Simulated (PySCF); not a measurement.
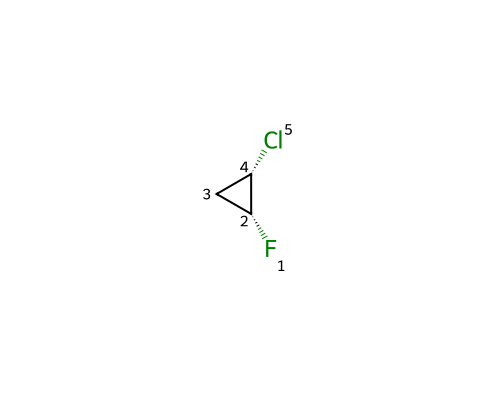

A structural formula, with wedges where it has stereocentres; small numbers name the atoms. The configuration is that of a computed structure (PBE0-D3(BJ)/def2-SVP).

Assign CIP descriptors.

Answer. C2: R; C4: S.
